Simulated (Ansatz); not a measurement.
# Molecular dynamics of SiH5F (part 2 of 2)

Continued. System: SiH5F, SMILES F.[SiH4]. Method: RKS CAM-B3LYP-D4/cc-pVDZ (Ansatz 0.2.0). 

Geometry of the input (Å):
```
F  -0.2034  0.0310  -2.6257
H  -0.6009  0.0946  -1.7926
Si 0.1792  -0.0281  0.8930
H  -0.3626  0.0579  2.2702
H  -0.9652  0.1564  -0.0507
H  0.7832  -1.3593  0.6518
H  1.1696  1.0475  0.6537
```

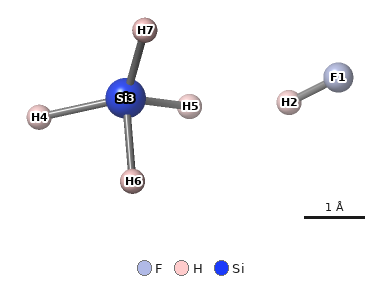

Figure 1. The geometry at step 24 of the log (ball-and-stick view, seen at a tilt; atoms are numbered from 1 in the order of the input).

Trajectory as extended XYZ, continued
```
7
Properties=species:S:1:pos:R:3:forces:R:3 step=6 time_fs=1.5 energy=-10674.54067 temperature=1291.7
F    -0.2053    0.0367   -2.6327    1.3117   0.0632  -2.5086
H    -0.5899    0.0165   -1.8365   -1.3117  -0.0673   2.5821
Si    0.1800   -0.0208    0.8969   -0.5422  -1.5519   0.6638
H    -0.3388   -0.0012    2.3101   -0.0007   0.2870  -0.2996
H    -0.9252    0.0880   -0.0748   -0.3967   0.1517  -0.1614
H     0.7412   -1.4038    0.7334    0.0951   0.2257  -0.1206
H     1.1513    0.9882    0.6233    0.8444   0.8917  -0.1558
7
Properties=species:S:1:pos:R:3:forces:R:3 step=7 time_fs=1.8 energy=-10674.51494 temperature=1252.0
F    -0.2055    0.0376   -2.6340    1.3445   0.1127  -2.5720
H    -0.5903    0.0035   -1.8395   -1.3432  -0.1177   2.6431
Si    0.1801   -0.0197    0.8976   -0.6177  -1.7876   0.7766
H    -0.3349   -0.0106    2.3164    0.0008   0.3352  -0.3640
H    -0.9191    0.0768   -0.0791   -0.4383   0.1708  -0.1661
H     0.7344   -1.4110    0.7468    0.1007   0.2836  -0.1390
H     1.1496    0.9798    0.6180    0.9532   1.0029  -0.1786
7
Properties=species:S:1:pos:R:3:forces:R:3 step=9 time_fs=2.2 energy=-10674.47766 temperature=1194.2
F    -0.2058    0.0395   -2.6370    1.2005   0.1846  -2.2670
H    -0.5934   -0.0228   -1.8407   -1.1963  -0.1910   2.3334
Si    0.1803   -0.0175    0.8990   -0.7436  -2.2076   0.9749
H    -0.3270   -0.0288    2.3282   -0.0007   0.4314  -0.4817
H    -0.9079    0.0548   -0.0880   -0.5049   0.2056  -0.1636
H     0.7210   -1.4247    0.7733    0.1131   0.3955  -0.1784
H     1.1479    0.9647    0.6070    1.1319   1.1814  -0.2175
7
Properties=species:S:1:pos:R:3:forces:R:3 step=10 time_fs=2.5 energy=-10674.46499 temperature=1174.4
F    -0.2059    0.0405   -2.6386    1.0364   0.1940  -1.9274
H    -0.5961   -0.0361   -1.8392   -1.0307  -0.2010   1.9915
Si    0.1803   -0.0165    0.8997   -0.7896  -2.3860   1.0567
H    -0.3230   -0.0375    2.3337   -0.0038   0.4789  -0.5340
H    -0.9028    0.0440   -0.0926   -0.5293   0.2215  -0.1559
H     0.7143   -1.4313    0.7864    0.1203   0.4485  -0.1993
H     1.1481    0.9582    0.6013    1.1968   1.2441  -0.2318
7
Properties=species:S:1:pos:R:3:forces:R:3 step=12 time_fs=3.0 energy=-10674.44294 temperature=1139.9
F    -0.2060    0.0424   -2.6420    0.5908   0.1455  -1.0147
H    -0.6032   -0.0631   -1.8328   -0.5817  -0.1535   1.0748
Si    0.1804   -0.0147    0.9013   -0.8385  -2.6690   1.1783
H    -0.3151   -0.0540    2.3437   -0.0152   0.5719  -0.6233
H    -0.8934    0.0227   -0.1021   -0.5599   0.2509  -0.1266
H     0.7013   -1.4435    0.8123    0.1372   0.5458  -0.2430
H     1.1505    0.9475    0.5896    1.2673   1.3083  -0.2456
7
Properties=species:S:1:pos:R:3:forces:R:3 step=13 time_fs=3.2 energy=-10674.42981 temperature=1119.5
F    -0.2060    0.0433   -2.6438    0.3404   0.0895  -0.5065
H    -0.6074   -0.0767   -1.8286   -0.3294  -0.0977   0.5649
Si    0.1804   -0.0138    0.9021   -0.8393  -2.7710   1.2157
H    -0.3112   -0.0618    2.3482   -0.0234   0.6171  -0.6596
H    -0.8892    0.0123   -0.1069   -0.5660   0.2646  -0.1051
H     0.6949   -1.4492    0.8250    0.1471   0.5892  -0.2657
H     1.1529    0.9433    0.5835    1.2706   1.3083  -0.2436
7
Properties=species:S:1:pos:R:3:forces:R:3 step=15 time_fs=3.8 energy=-10674.39383 temperature=1063.8
F    -0.2060    0.0453   -2.6473   -0.1483  -0.0683   0.4759
H    -0.6161   -0.1041   -1.8193    0.1632   0.0599  -0.4205
Si    0.1804   -0.0123    0.9038   -0.7918  -2.8953   1.2401
H    -0.3033   -0.0762    2.3559   -0.0447   0.7040  -0.7144
H    -0.8819   -0.0080   -0.1168   -0.5606   0.2909  -0.0491
H     0.6824   -1.4594    0.8500    0.1700   0.6638  -0.3123
H     1.1599    0.9372    0.5709    1.2123   1.2450  -0.2197
7
Properties=species:S:1:pos:R:3:forces:R:3 step=16 time_fs=4.0 energy=-10674.37082 temperature=1028.3
F    -0.2060    0.0463   -2.6491   -0.3680  -0.1610   0.9129
H    -0.6204   -0.1177   -1.8148    0.3849   0.1526  -0.8589
Si    0.1803   -0.0117    0.9047   -0.7447  -2.9194   1.2269
H    -0.2995   -0.0828    2.3591   -0.0578   0.7454  -0.7325
H    -0.8787   -0.0179   -0.1218   -0.5496   0.3038  -0.0151
H     0.6763   -1.4639    0.8622    0.1831   0.6944  -0.3358
H     1.1646    0.9353    0.5644    1.1522   1.1842  -0.1976
7
Properties=species:S:1:pos:R:3:forces:R:3 step=18 time_fs=4.5 energy=-10674.31830 temperature=947.3
F    -0.2060    0.0482   -2.6525   -0.7329  -0.3522   1.6296
H    -0.6281   -0.1447   -1.8078    0.7537   0.3443  -1.5778
Si    0.1802   -0.0106    0.9065   -0.6106  -2.8996   1.1511
H    -0.2918   -0.0946    2.3643   -0.0882   0.8234  -0.7494
H    -0.8733   -0.0372   -0.1318   -0.5129   0.3294   0.0633
H     0.6644   -1.4717    0.8860    0.2125   0.7410  -0.3828
H     1.1758    0.9336    0.5510    0.9784   1.0137  -0.1340
7
Properties=species:S:1:pos:R:3:forces:R:3 step=19 time_fs=4.8 energy=-10674.29105 temperature=905.2
F    -0.2061    0.0491   -2.6541   -0.8742  -0.4439   1.9027
H    -0.6314   -0.1580   -1.8056    0.8969   0.4363  -1.8520
Si    0.1801   -0.0101    0.9075   -0.5273  -2.8604   1.0903
H    -0.2881   -0.0998    2.3662   -0.1055   0.8598  -0.7482
H    -0.8711   -0.0465   -0.1368   -0.4881   0.3424   0.1068
H     0.6586   -1.4749    0.8975    0.2289   0.7568  -0.4059
H     1.1823    0.9337    0.5442    0.8694   0.9090  -0.0937
7
Properties=species:S:1:pos:R:3:forces:R:3 step=21 time_fs=5.2 energy=-10674.24028 temperature=826.8
F    -0.2063    0.0510   -2.6572   -1.0743  -0.6061   2.2804
H    -0.6362   -0.1836   -1.8046    1.1004   0.5993  -2.2321
Si    0.1799   -0.0093    0.9095   -0.3396  -2.7362   0.9283
H    -0.2808   -0.1086    2.3686   -0.1436   0.9270  -0.7263
H    -0.8675   -0.0645   -0.1465   -0.4283   0.3689   0.2002
H     0.6475   -1.4800    0.9199    0.2647   0.7725  -0.4507
H     1.1969    0.9354    0.5304    0.6208   0.6745   0.0001
7
Properties=species:S:1:pos:R:3:forces:R:3 step=22 time_fs=5.5 energy=-10674.21864 temperature=793.4
F    -0.2064    0.0519   -2.6586   -1.1345  -0.6726   2.3890
H    -0.6377   -0.1958   -1.8061    1.1621   0.6662  -2.3420
Si    0.1798   -0.0091    0.9105   -0.2395  -2.6563   0.8300
H    -0.2773   -0.1122    2.3692   -0.1644   0.9576  -0.7058
H    -0.8661   -0.0732   -0.1512   -0.3944   0.3826   0.2491
H     0.6422   -1.4819    0.9307    0.2840   0.7725  -0.4720
H     1.2047    0.9369    0.5235    0.4868   0.5500   0.0518
7
Properties=species:S:1:pos:R:3:forces:R:3 step=24 time_fs=6.0 energy=-10674.18580 temperature=742.6
F    -0.2068    0.0536   -2.6613   -1.1789  -0.7674   2.4550
H    -0.6385   -0.2192   -1.8133    1.2088   0.7617  -2.4113
Si    0.1795   -0.0086    0.9126   -0.0376  -2.4730   0.6058
H    -0.2705   -0.1176    2.3691   -0.2086   1.0127  -0.6463
H    -0.8640   -0.0899   -0.1600   -0.3213   0.4106   0.3485
H     0.6321   -1.4842    0.9514    0.3252   0.7566  -0.5118
H     1.2213    0.9408    0.5098    0.2124   0.2987   0.1600
7
Properties=species:S:1:pos:R:3:forces:R:3 step=25 time_fs=6.2 energy=-10674.17498 temperature=725.9
F    -0.2071    0.0544   -2.6625   -1.1639  -0.7922   2.4150
H    -0.6378   -0.2302   -1.8190    1.1946   0.7867  -2.3730
Si    0.1794   -0.0085    0.9137    0.0609  -2.3735   0.4831
H    -0.2673   -0.1194    2.3684   -0.2319   1.0370  -0.6076
H    -0.8633   -0.0979   -0.1642   -0.2833   0.4249   0.3979
H     0.6273   -1.4847    0.9613    0.3469   0.7409  -0.5300
H     1.2298    0.9430    0.5031    0.0766   0.1761   0.2148
7
Properties=species:S:1:pos:R:3:forces:R:3 step=27 time_fs=6.8 energy=-10674.16348 temperature=708.0
F    -0.2077    0.0560   -2.6646   -1.0585  -0.7855   2.1896
H    -0.6343   -0.2508   -1.8347    1.0902   0.7802  -2.1516
Si    0.1791   -0.0084    0.9159    0.2466  -2.1671   0.2234
H    -0.2614   -0.1211    2.3661   -0.2805   1.0793  -0.5138
H    -0.8623   -0.1131   -0.1717   -0.2071   0.4538   0.4930
H     0.6184   -1.4843    0.9801    0.3921   0.6944  -0.5622
H     1.2468    0.9478    0.4901   -0.1828  -0.0550   0.3216
7
Properties=species:S:1:pos:R:3:forces:R:3 step=28 time_fs=7.0 energy=-10674.16154 temperature=704.9
F    -0.2080    0.0568   -2.6656   -0.9670  -0.7490   2.0031
H    -0.6316   -0.2604   -1.8446    0.9990   0.7436  -1.9670
Si    0.1790   -0.0085    0.9170    0.3321  -2.0626   0.0892
H    -0.2587   -0.1211    2.3644   -0.3056   1.0972  -0.4594
H    -0.8620   -0.1203   -0.1751   -0.1700   0.4681   0.5376
H     0.6143   -1.4835    0.9891    0.4153   0.6639  -0.5760
H     1.2552    0.9502    0.4839   -0.3037  -0.1613   0.3723
7
Properties=species:S:1:pos:R:3:forces:R:3 step=30 time_fs=7.5 energy=-10674.16032 temperature=702.8
F    -0.2088    0.0582   -2.6674   -0.7037  -0.5957   1.4795
H    -0.6244   -0.2782   -1.8676    0.7355   0.5900  -1.4466
Si    0.1788   -0.0086    0.9192    0.4858  -1.8553  -0.1812
H    -0.2538   -0.1189    2.3603   -0.3566   1.1267  -0.3375
H    -0.8616   -0.1339   -0.1808   -0.0999   0.4960   0.6181
H     0.6069   -1.4808    1.0059    0.4622   0.5895  -0.5983
H     1.2714    0.9546    0.4721   -0.5233  -0.3513   0.4661
7
Properties=species:S:1:pos:R:3:forces:R:3 step=31 time_fs=7.8 energy=-10674.15861 temperature=700.0
F    -0.2093    0.0589   -2.6682   -0.5318  -0.4736   1.1434
H    -0.6201   -0.2866   -1.8805    0.5632   0.4677  -1.1117
Si    0.1787   -0.0088    0.9203    0.5538  -1.7536  -0.3151
H    -0.2516   -0.1168    2.3579   -0.3822   1.1383  -0.2713
H    -0.8616   -0.1402   -0.1831   -0.0679   0.5093   0.6530
H     0.6035   -1.4788    1.0137    0.4857   0.5461  -0.6067
H     1.2790    0.9565    0.4667   -0.6208  -0.4343   0.5083
7
Properties=species:S:1:pos:R:3:forces:R:3 step=33 time_fs=8.2 energy=-10674.14709 temperature=682.0
F    -0.2102    0.0602   -2.6697   -0.1155  -0.1319   0.3412
H    -0.6106   -0.3026   -1.9081    0.1458   0.1254  -0.3104
Si    0.1786   -0.0092    0.9225    0.6723  -1.5563  -0.5740
H    -0.2481   -0.1106    2.3528   -0.4330   1.1556  -0.1315
H    -0.8615   -0.1520   -0.1865   -0.0117   0.5340   0.7100
H     0.5978   -1.4740    1.0284    0.5319   0.4485  -0.6174
H     1.2932    0.9594    0.4567   -0.7897  -0.5753   0.5821
7
Properties=species:S:1:pos:R:3:forces:R:3 step=34 time_fs=8.5 energy=-10674.13578 temperature=664.5
F    -0.2107    0.0609   -2.6705    0.1200   0.0852  -0.1068
H    -0.6057   -0.3105   -1.9223   -0.0904  -0.0920   0.1379
Si    0.1785   -0.0094    0.9235    0.7231  -1.4612  -0.6968
H    -0.2467   -0.1064    2.3500   -0.4578   1.1613  -0.0597
H    -0.8615   -0.1574   -0.1876    0.0119   0.5450   0.7315
H     0.5954   -1.4712    1.0351    0.5543   0.3949  -0.6196
H     1.2996    0.9604    0.4522   -0.8611  -0.6333   0.6134
7
Properties=species:S:1:pos:R:3:forces:R:3 step=36 time_fs=9.0 energy=-10674.10296 temperature=614.0
F    -0.2116    0.0622   -2.6720    0.6038   0.5818  -1.0146
H    -0.5961   -0.3265   -1.9501   -0.5758  -0.5891   1.0477
Si    0.1785   -0.0100    0.9256    0.8089  -1.2795  -0.9228
H    -0.2447   -0.0960    2.3445   -0.5048   1.1673   0.0833
H    -0.8615   -0.1672   -0.1885    0.0490   0.5639   0.7595
H     0.5916   -1.4649    1.0476    0.5967   0.2806  -0.6175
H     1.3108    0.9613    0.4443   -0.9778  -0.7251   0.6643
7
Properties=species:S:1:pos:R:3:forces:R:3 step=37 time_fs=9.2 energy=-10674.08424 temperature=585.3
F    -0.2120    0.0629   -2.6728    0.8269   0.8371  -1.4268
H    -0.5918   -0.3349   -1.9633   -0.7997  -0.8446   1.4616
Si    0.1785   -0.0104    0.9266    0.8443  -1.1933  -1.0236
H    -0.2442   -0.0898    2.3418   -0.5264   1.1676   0.1523
H    -0.8614   -0.1716   -0.1882    0.0621   0.5716   0.7658
H     0.5902   -1.4614    1.0532    0.6164   0.2208  -0.6131
H     1.3155    0.9610    0.4409   -1.0234  -0.7592   0.6838
7
Properties=species:S:1:pos:R:3:forces:R:3 step=39 time_fs=9.8 energy=-10674.05437 temperature=539.6
F    -0.2128    0.0644   -2.6745    1.1608   1.2740  -2.0307
H    -0.5846   -0.3535   -1.9867   -1.1354  -1.2819   2.0699
Si    0.1785   -0.0112    0.9286    0.9003  -1.0315  -1.1949
H    -0.2440   -0.0752    2.3367   -0.5646   1.1628   0.2796
H    -0.8612   -0.1793   -0.1863    0.0769   0.5829   0.7630
H     0.5886   -1.4542    1.0634    0.6518   0.0984  -0.5977
H     1.3231    0.9592    0.4355   -1.0899  -0.8048   0.7108
7
Properties=species:S:1:pos:R:3:forces:R:3 step=40 time_fs=10.0 energy=-10674.04861 temperature=530.9
F    -0.2132    0.0652   -2.6755    1.2446   1.4161  -2.1743
H    -0.5820   -0.3639   -1.9966   -1.2201  -1.4240   2.2161
Si    0.1786   -0.0116    0.9295    0.9210  -0.9567  -1.2629
H    -0.2445   -0.0669    2.3344   -0.5803   1.1577   0.3356
H    -0.8610   -0.1827   -0.1847    0.0786   0.5864   0.7540
H     0.5883   -1.4505    1.0680    0.6672   0.0371  -0.5867
H     1.3259    0.9576    0.4334   -1.1110  -0.8166   0.7183
```
